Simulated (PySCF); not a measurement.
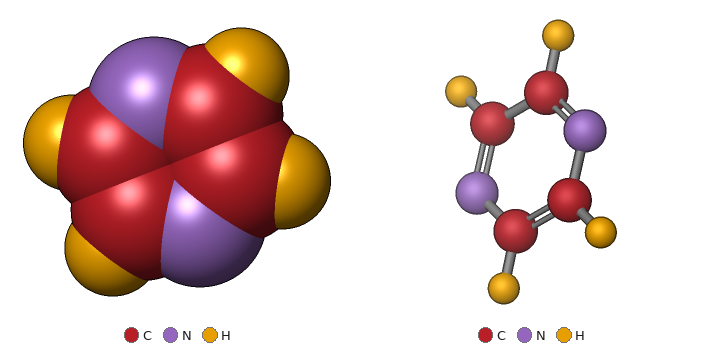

Both panels show the same species.

Question: Give the formula.

Answer: C4H4N2, 10 atoms: 4 carbon, 4 hydrogen and 2 nitrogen.

Question: Describe its rings.

Answer: Independent rings (smallest set): 1 of 6 members, 1 of them aromatic.

More results for the same structure follow; atom numbers are the same in all pictures, views and colours differ. Computed geometry: PBE0-D3(BJ)/def2-SVP optimisation. No frequency run is at hand to confirm it as a minimum.

### Shape

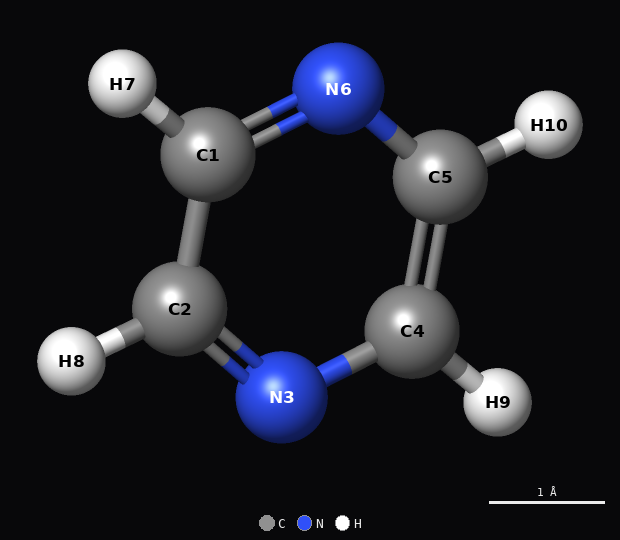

No frequency run is at hand to confirm it as a minimum.

Estimate the angles C2–C1–N6, C2–C1–H7, N6–C1–H7, C2–N3–C4.

```tsv
angle	degrees
C2–C1–N6	121.8
C2–C1–H7	120.7
N6–C1–H7	117.5
C2–N3–C4	116.4
```

### Charges

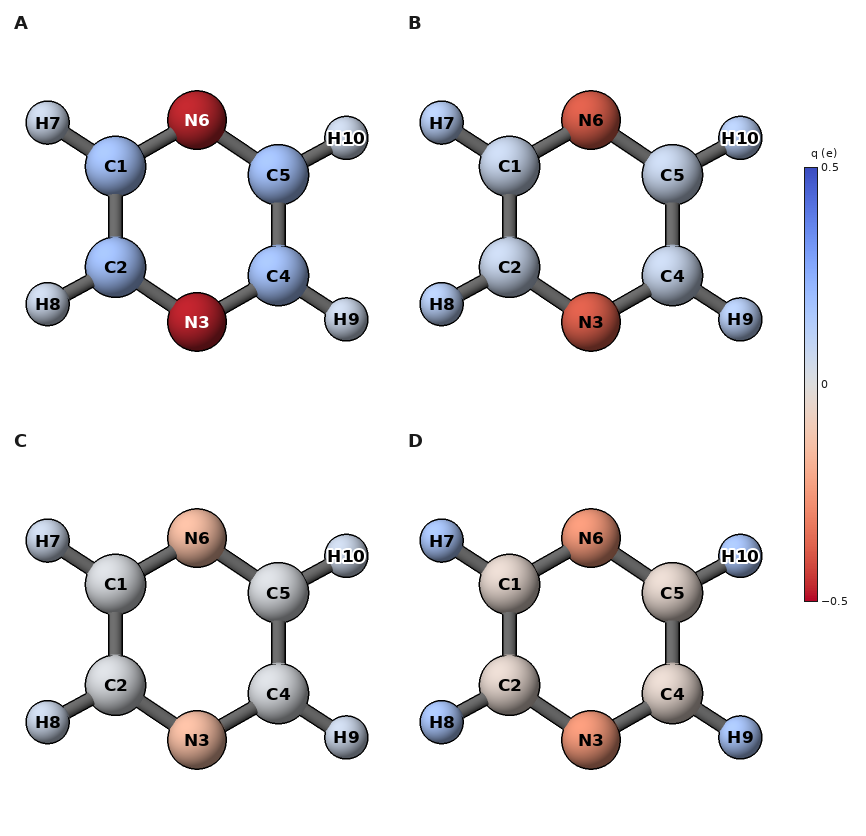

Atomic charges of one calculation by 4 schemes, on one colour scale. No frequency run is at hand to confirm it as a minimum. Method: PBE0/pcSseg-1 (PySCF 2.14.0).

Question: The schemes are ESP-fitted, Hirshfeld, IAO, Mulliken. Which panel shows which?

Answer: A ESP-fitted, B Mulliken, C Hirshfeld, D IAO.

List the charges (e), one line for each set of equivalent atoms.

| atom | ESP-fitted | Mulliken | Hirshfeld | IAO |
| --- | --- | --- | --- | --- |
| C1, C2, C4… | 0.17 | 0.07 | 0.02 | −0.04 |
| N3, N6 | −0.47 | −0.37 | −0.15 | −0.25 |
| H7, H8, H9… | 0.06 | 0.12 | 0.06 | 0.16 |

### Core levels

No frequency run is at hand to confirm it as a minimum. Properties computed with delta-SCF UKS SCAN, pcX-2 on the ionised atom, pcseg-1 elsewhere, spin-free X2C (PySCF 2.14.0).

Give the core-electron binding energies (to vacuum) of C1 1s, N3 1s.

```
atom  level  binding energy (eV)
  C1     1s                291.8
  N3     1s                405.4
```

### Quadrupole coupling

No frequency run is at hand to confirm it as a minimum. Electric field gradients from the ground-state density, PBE0/pcSseg-1 (PySCF 2.14.0), non-relativistic apart from any core potentials.

Give the largest field-gradient component, the quadrupole coupling constant and the asymmetry for 14N at N3 (Q = 20.44 mb), 2H at H7 (Q = 2.86 mb).

| atom | V_zz (a.u.) | e²qQ/h (MHz) | η |
| --- | --- | --- | --- |
| N3 | −1.205 | −5.79 | 0.50 |
| H7 | 0.293 | 0.197 | 0.06 |

Mulliken values depend strongly on the basis set and can even reverse the polarity of a bond.
